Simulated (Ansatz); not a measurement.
# C3H5FO2: comparison of dispersion corrections in Python

Wanted for C3H5FO2: a comparison of dispersion corrections. SMILES: FC1OCCO1.

All numbers are computed with the Python package of Ansatz 0.2.0. The levels of theory stand in the script.

## Step 1: The system

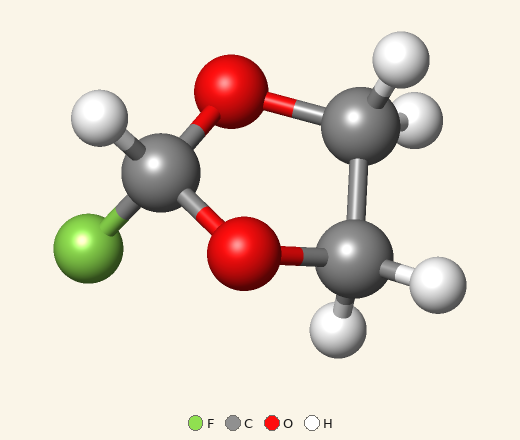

The structure that the script starts from, seen from a chosen angle (fluorine green, carbon grey, oxygen red, hydrogen white).

The script holds or builds the structure itself.

## Step 2: Script

Contents of c3h5fo2.py:

```python
"""Size of D3 and D4 in C3H5FO2."""

import ansatz as az

BASIS_SET = "def2-SVP"

GEOMETRY = """
F     2.15490   -0.44500   -0.32410
C     1.22540    0.52240   -0.13010
O     0.60610    0.25760    1.12640
C    -0.75080   -0.03890    0.80420
C    -0.71010   -0.45530   -0.64170
O     0.27830    0.41060   -1.18930
H     1.71220    1.50160   -0.13630
H    -1.33280    0.87960    0.93610
H    -1.14750   -0.81210    1.46710
H    -1.66650   -0.33020   -1.15530
H    -0.36920   -1.49030   -0.75710
"""


def main() -> None:
    molecule = az.Crystal.molecule()
    for line in GEOMETRY.strip().splitlines():
        symbol, *xyz = line.split()
        molecule = molecule.atom(symbol, [float(v) for v in xyz])

    calc = molecule.calculation().basis(gaussian=BASIS_SET)
    for name in ["pbe", "blyp"]:
        for correction in ("d3bj", "d4"):
            data = calc.functional(name, dispersion=correction).run().report
            print(f"{name:8s} {correction:5s} total {data['free_energy_ev']:.5f} eV, of which dispersion {1000 * data['dispersion']['energy']['ev']:.2f} meV")


if __name__ == "__main__":
    main()
```

## Step 3: What the engine is handed

The package turns the script's settings into the engine's input (first run):

```yaml
crystal:
  periodic: [false, false, false]
  atoms:
    - { symbol: F, position_ang: [2.1549, -0.445, -0.3241] }
    - { symbol: C, position_ang: [1.2254, 0.5224, -0.1301] }
    - { symbol: O, position_ang: [0.6061, 0.2576, 1.1264] }
    - { symbol: C, position_ang: [-0.7508, -0.0389, 0.8042] }
    - { symbol: C, position_ang: [-0.7101, -0.4553, -0.6417] }
    - { symbol: O, position_ang: [0.2783, 0.4106, -1.1893] }
    - { symbol: H, position_ang: [1.7122, 1.5016, -0.1363] }
    - { symbol: H, position_ang: [-1.3328, 0.8796, 0.9361] }
    - { symbol: H, position_ang: [-1.1475, -0.8121, 1.4671] }
    - { symbol: H, position_ang: [-1.6665, -0.3302, -1.1553] }
    - { symbol: H, position_ang: [-0.3692, -1.4903, -0.7571] }
basis:
  gaussian:
    orbitals: def2-SVP
hamiltonian:
  xc: pbe
  dispersion: d3bj
```

## Step 4: Launch

Command:

```sh
$ python c3h5fo2.py
```

The log of the run:

```text
pbe      d3bj  total -9984.65071 eV, of which dispersion -199.84 meV
pbe      d4    total -9984.65193 eV, of which dispersion -201.06 meV
blyp     d3bj  total -9993.12715 eV, of which dispersion -414.47 meV
blyp     d4    total -9993.17403 eV, of which dispersion -461.36 meV
```

Wall time 10 s (1 thread of Intel Xeon Platinum 8488C (Sapphire Rapids), shared host); peak memory 0.2 GiB.

## Step 5: Inputs of later runs

The engine's inputs for the other runs:

Run 2, against run 1:

```diff
@@ -20 +20 @@
-  dispersion: d3bj
+  dispersion: d4
```

Run 3, against run 1:

```diff
@@ -19 +19 @@
-  xc: pbe
+  xc: blyp
```

Run 4, against run 1:

```diff
@@ -19,2 +19,2 @@
-  xc: pbe
-  dispersion: d3bj
+  xc: blyp
+  dispersion: d4
```

Lines on the test bed's own set-up are left out of the output.

## Step 6: The engine's runs

From the records of these 4 runs:

| run | functional | dispersion | energy (eV) | SCF cycles | CPU time (s) |
| --- | --- | --- | --- | --- | --- |
| 1 | pbe | d3bj | -9984.6507 | 17 | 2.5 |
| 2 | pbe | d4 | -9984.6519 | 17 | 2.4 |
| 3 | blyp | d3bj | -9993.1271 | 20 | 2.4 |
| 4 | blyp | d4 | -9993.1740 | 20 | 2.5 |

Totals hang on method, basis and potentials, so only like runs compare.

## Step 7: Summary of results

| quantity | value |
| --- | --- |
| dispersion energy | -461.36 to -199.84 meV |
| runs compared | 4 |

The dispersion term depends on the functional it is damped for, so it isn't a property of the molecule alone. All 4 runs converged, in 17 to 20 cycles. The geometry is a force-field or estimated start, not a minimum of this method, and the basis set is short of its limit. D4 holds the three-body term, and d3bj doesn't.
